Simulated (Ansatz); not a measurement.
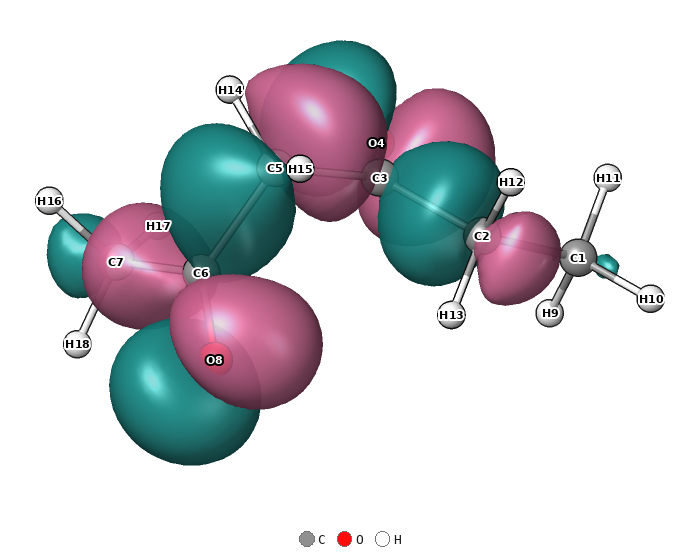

The picture shows: C6H10O2. One frontier orbital at ±0.08 Å⁻³ᐟ² (teal and pink are the two phases), seen from one side.

Geometry: PBE0-D4/def2-TZVP.

These are results of RKS PBE0-D4/def2-TZVPP in Ansatz, not measurements.

```tsv
atom	x (Å)	y (Å)	z (Å)
C	-1.9773	1.9565	0.2170
C	-1.0482	0.9642	0.8803
C	-0.7389	-0.2405	0.0370
O	-1.2557	-0.4554	-1.0304
C	0.3322	-1.1732	0.5863
C	1.6620	-0.7197	-0.0010
C	2.0313	-1.3187	-1.3235
O	2.3347	0.1048	0.5642
H	-1.5403	2.3436	-0.7048
H	-2.1791	2.7987	0.8810
H	-2.9264	1.4877	-0.0462
H	-1.4648	0.5910	1.8250
H	-0.0874	1.4150	1.1595
H	0.0936	-2.1894	0.2718
H	0.3956	-1.1001	1.6718
H	2.2454	-2.3836	-1.1902
H	1.1815	-1.2516	-2.0087
H	2.9044	-0.8181	-1.7374
```

Q: Which orbital is it: HOMO or LUMO?

A: The HOMO, at −7.34 eV. It lies mainly on O8 (about 30 %), O4 (about 30 %), C5 (about 10 %), C3 (about 5 %) and C6 (about 5 %).
